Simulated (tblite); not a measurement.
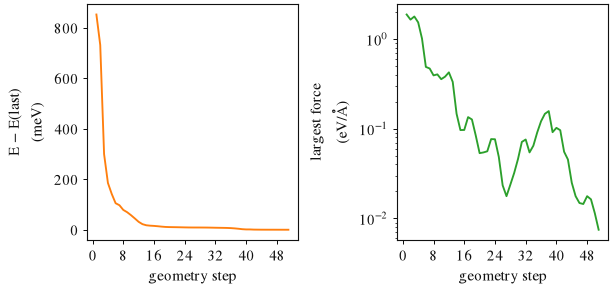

History of a geometry optimisation.

System: SiH3PH2 (SMILES [SiH3]P).
Method: GFN2-xTB geometry optimisation, gas phase in tblite.

### How did the optimisation end?

The optimisation met its thresholds at geometry 51, counting the start as the first. The energy fell by about 850 meV from the first step to the last. The largest force goes from about 1.9 eV/Å at the start to 7 × 10⁻³ eV/Å at the end.
